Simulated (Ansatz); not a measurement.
CH₃BBrClSi

Input

```
basis:
  gaussian:
    orbitals: def2-TZVPD
crystal:
  periodic: [false, false, false]
  atoms:
    - {symbol: C, position_ang: [0.125100, 0.184789, -0.128022]}
    - {symbol: B, position_ang: [-1.115866, -0.636446, 0.131677]}
    - {symbol: Br, position_ang: [3.597707, 0.373993, 0.298307]}
    - {symbol: Cl, position_ang: [-2.720466, -0.087300, -0.414115]}
    - {symbol: Si, position_ang: [1.578733, -0.510749, 0.474402]}
    - {symbol: H, position_ang: [-1.097495, -1.683206, 0.707183]}
    - {symbol: H, position_ang: [0.109530, 1.137255, -0.651610]}
    - {symbol: H, position_ang: [1.640586, -1.798498, 1.188369]}
hamiltonian:
  xc: {name: PBE0}
output:
  forces: true
  orbitals: {seedname: orbitals}
```

Command:

```sh
ansatz run input.yaml --threads 2 --pin off --max-ram 4350MiB --events-out events.jsonl --progress --plain --runs-dir runs
```

Geometry: B3LYP/6-31G*.

The calculation used Ansatz, isolated molecule in a Gaussian basis; Kohn-Sham density functional theory, functional PBE0.

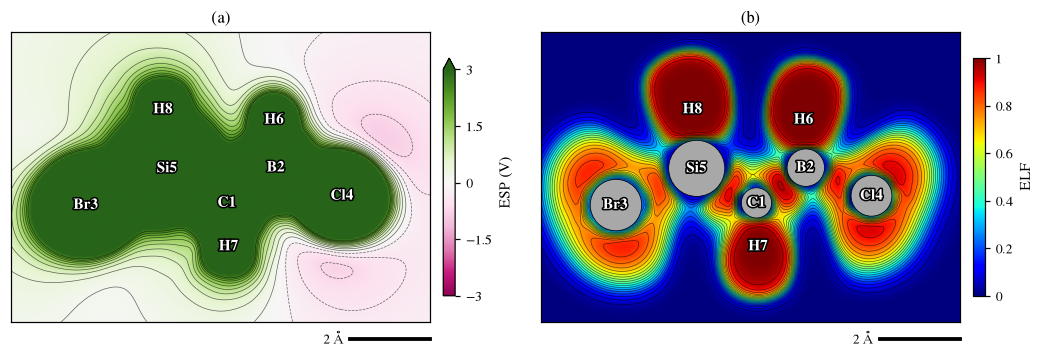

Figure 1. (a) molecular electrostatic potential; (b) electron localisation function on the molecular plane. Grey discs cover the atomic cores in the ELF map.

> What do the fields say about this system?

The plane passes through C, B, Br, Cl, Si and H nuclei. C–B (1.51 Å): the ELF peaks at about 0.95 between the atoms: localised, covalent bonding. C–Si (1.72 Å): the ELF peaks at about 0.90 between the atoms; a covalent bond. B–Cl (1.78 Å): the ELF peaks at about 0.90 between the atoms (a shared but strongly polarised pair). Si–Br (2.21 Å): the ELF peaks at about 0.85 between the atoms, as expected for a polar covalent bond. C–H (1.09 Å): the ELF climbs to about 1 towards the hydrogen, as it does in any bond to H (an ordinary covalent bond to hydrogen). The ELF also peaks beside Br3 and Cl4, away from the bonds: lone-pair regions. Outside the dense part of the molecule the potential is most negative (−0.8 V) near Cl4.

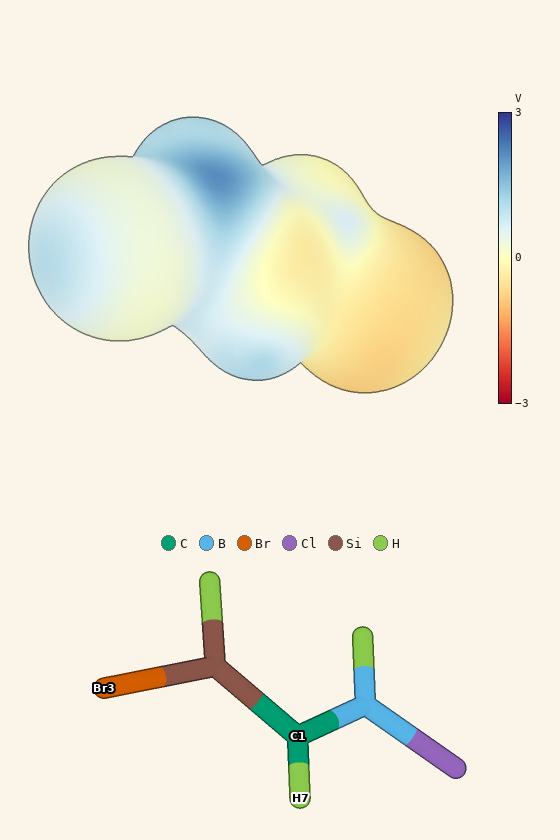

Figure 2. The electrostatic potential painted on the density surface at 0.002 e/bohr³, seen at a tilt; red is negative and blue positive. The bare structure is drawn below in the same view.

> Which sites attract a positive test charge, and which a negative one?

A positive charge is drawn to the negative regions and a negative charge to the positive ones. The most negative region (about −0.8 V) lies over Cl4, the most positive (about +2.1 V) over Si5. Br3 shows a σ-hole: about +1.0 V at the tip opposite its bond, against about +0.3 V on its flanks.

> What dipole moment does the calculation give?

Its dipole moment is 3.35 D.

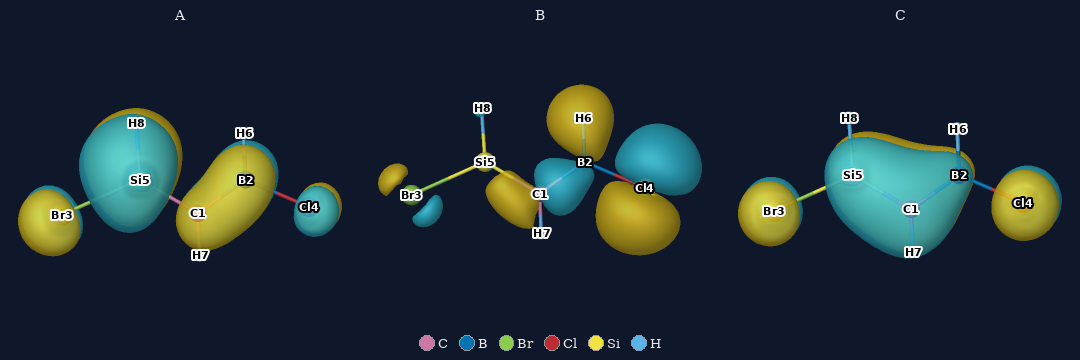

Figure 3. Three frontier orbitals at ±0.08 Å⁻³ᐟ² (yellow and cyan are the two phases), in no order.

> Which picture is the HOMO−1, the HOMO and the LUMO?

B is the HOMO−1 (−8.24 eV). By Hirshfeld shares it lies mainly on Cl4 (about 70 %), B2 (about 10 %), H6 (about 10 %) and C1 (about 10 %); it is symmetric in the molecular plane (an in-plane orbital: σ, lone-pair or in-plane π type); largely a lone pair of Cl4. C is the HOMO (−7.52 eV). By Hirshfeld shares it lies mainly on C1 (about 40 %), Si5 (about 25 %), Cl4 (about 10 %), B2 (about 10 %) and Br3 (about 10 %); it changes sign across the molecular plane (π type); π-bonding across C1–Si5; π-antibonding (a node) across B2–Cl4 and Br3–Si5. A is the LUMO (−2.45 eV). By Hirshfeld shares it lies mainly on Si5 (about 50 %), B2 (about 15 %), Br3 (about 10 %) and C1 (about 10 %); it changes sign across the molecular plane (π type); π-bonding across C1–B2.

> What is the HOMO–LUMO gap?

5.07 eV between the orbital energies.
